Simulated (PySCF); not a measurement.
# C5H10OSi: what the fields show

Input

```
{"job": {"kind": "nmr", "xc": "PBE0", "basis": "pcSseg-1"}, "charge": 0, "multiplicity": 1}
C      3.348879     0.644171    -0.368238
C      2.030397     0.043675    -0.288383
C      0.921356    -0.461202    -0.226320
Si    -0.753443    -1.205309    -0.124286
O     -0.889228    -2.088563     1.286789
C     -2.070620     0.115751    -0.052960
C     -1.921810     1.067817     1.130392
H      4.067219     0.105241     0.269219
H      3.730763     0.621769    -1.400900
H      3.326124     1.694400    -0.037905
H     -0.932506    -2.080164    -1.324121
H     -0.147512    -2.661882     1.499396
H     -3.048455    -0.396429    -0.025084
H     -2.042245     0.664427    -1.010825
H     -1.978863     0.522502     2.084653
H     -0.949670     1.585143     1.106689
H     -2.709125     1.837824     1.136135
```

Launched as:

```sh
OMP_NUM_THREADS=1 python probes_run.py task.json out
```

Geometry: PBE0-D3(BJ)/def2-SVP.

Theory: PySCF 2.14.0, PBE0/pcSseg-1, SCF density, gas phase, non-relativistic.

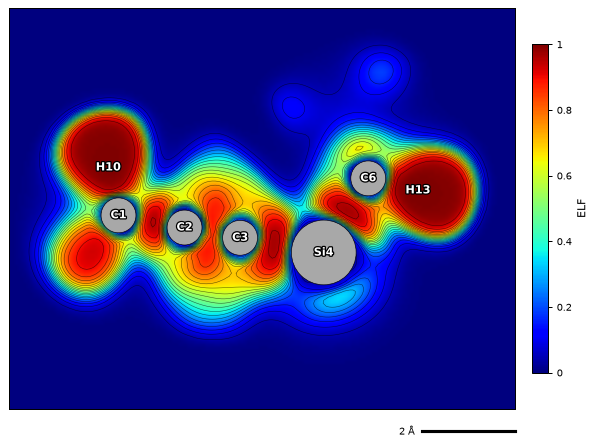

Figure 1. ELF on the plane of atoms Si4, C6 and H13. Grey discs cover the atomic cores.

Question: Read the bonding off the picture.

Answer:
- The plane passes through C, Si and H nuclei.
- C–C (1.22 Å): the ELF peaks at about 0.85 between the atoms: a short, multiple covalent bond.
- C–Si (1.84 Å): the ELF peaks at about 0.95 between the atoms (a covalent bond).
- C–H (1.10 Å): the ELF climbs to about 1 towards the hydrogen, as it does in any bond to H; an ordinary covalent bond to hydrogen.

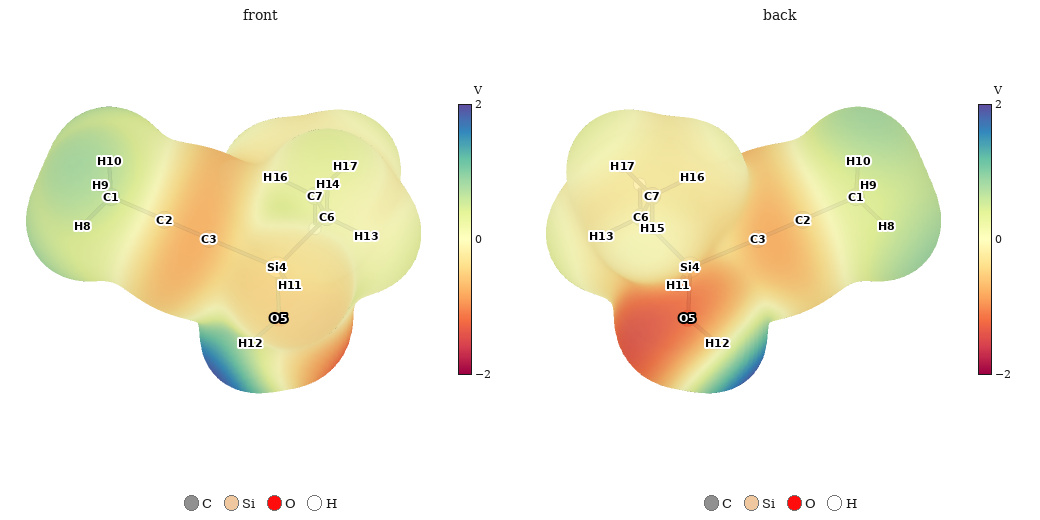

Figure 2. The electrostatic potential painted on the density surface at 0.001 e/bohr³, seen from the front and from behind; the colour scale runs from red (negative) to blue (positive).

Question: Where is the surface potential most negative and most positive?

Answer: The most negative region (about −1.4 V) lies over O5, the most positive (about +1.8 V) over H12. O5 is the likeliest acceptor of a hydrogen bond.

Question: How polar is the molecule by this calculation?

Answer: Its dipole moment is 2.29 D.
